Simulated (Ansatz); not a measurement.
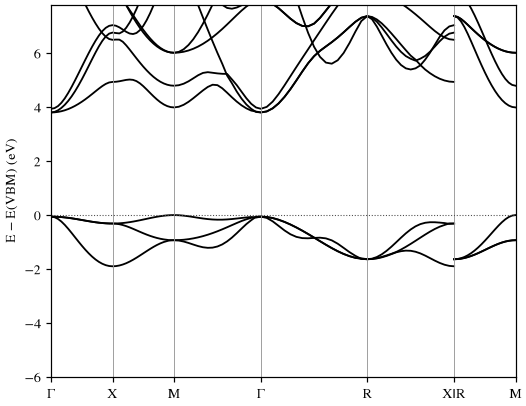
*Band structure from DFT-LDA in the program Ansatz with PAW potentials*

Read off the gap and where the band edges lie.

About 3.8 eV (3.80 eV by a search for the band edges); maximum at M, minimum at Γ.

The material is CsI (CsCl type, space group No. 221).

Space group Pm-3m (CsCl type). The cell was relaxed with LDA under the symmetry of its start. Scalar-relativistic: spin–orbit coupling is off unless named, which matters more the heavier the elements.

Potentials: the later of the program's two PAW sets.
